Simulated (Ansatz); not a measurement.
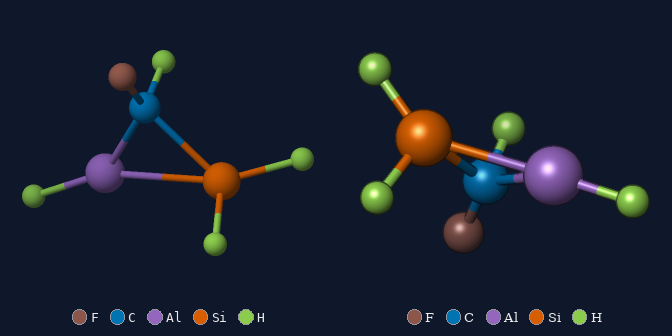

Two views of one molecule.

Count the atoms of each element.

Answer. CH4AlFSi, 8 atoms: 1 carbon, 4 hydrogen, 1 aluminium, 1 fluorine and 1 silicon.

How many atoms are distinct by symmetry?

Answer. 8: 1 F, 1 C, 1 Al, 1 Si, 1 H, 1 H, 1 H, 1 H.

The parts below concern this one geometry. Atoms keep their numbers from picture to picture. The geometry was computed by an optimisation with PBE0-D4/def2-TZVP. No frequency run is at hand to confirm it as a minimum.

Shape

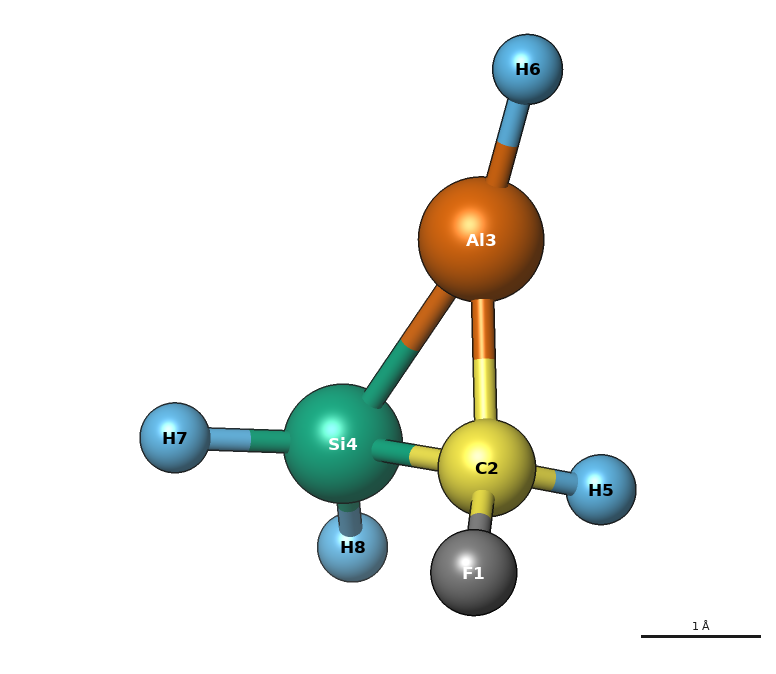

No frequency run is at hand to confirm it as a minimum.

What is the geometry at Al3?

Answer. Al3 has 3 neighbours (C2 at 1.95, Si4 at 2.37, H6 at 1.58 Å); the arrangement is T-shaped.

What is the dihedral angle F1–C2–Si4–Al3?

Answer. 142° in size, that is anticlinal.

Electronic properties

No frequency run is at hand to confirm it as a minimum. Method: RKS PBE0-D4/def2-TZVPP (Ansatz 0.2.0).

Predict the main results.

- HOMO energy (Kohn–Sham orbital): −6.58 eV
- LUMO energy (Kohn–Sham orbital): −2.02 eV
- HOMO–LUMO gap: 4.56 eV
- dispersion correction: −12.8 kJ/mol

Dipole moment

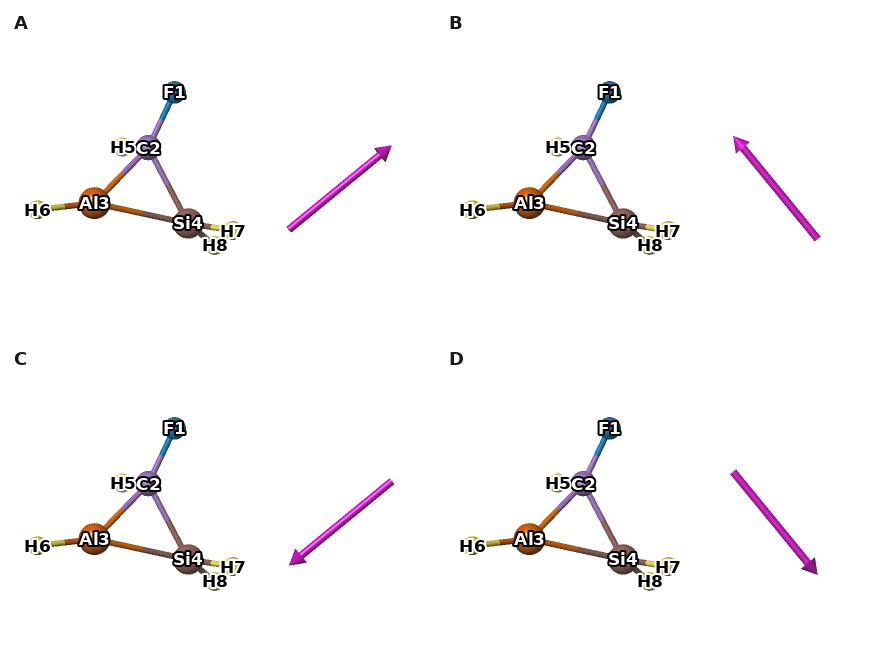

The same molecule four times, each with an arrow. No frequency run is at hand to confirm it as a minimum. Properties computed with RKS PBE0-D4/def2-TZVP (Ansatz 0.2.0).

Which arrow points along the dipole moment, from the negative to the positive end?

Answer. C. The dipole moment is 2.14 D; it points from the side of F1 to the side of H6 (the outermost atoms at the two ends).

Charges

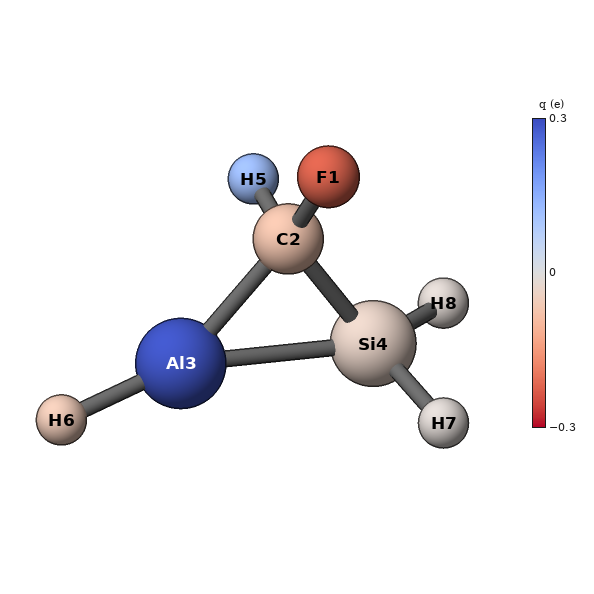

Atoms are coloured by their Mulliken charges. No frequency run is at hand to confirm it as a minimum. Level of theory: RKS PBE0-D4/def2-TZVP (Ansatz 0.2.0).

List the Mulliken charges.

| atom | value (e) |
| --- | --- |
| F1 | −0.22 |
| C2 | −0.07 |
| Al3 | 0.28 |
| Si4 | −0.03 |
| H5 | 0.11 |
| H6 | −0.06 |
| H7 | −0.01 |
| H8 | −0.01 |

Mulliken values depend strongly on the basis set and can even reverse the polarity of a bond.
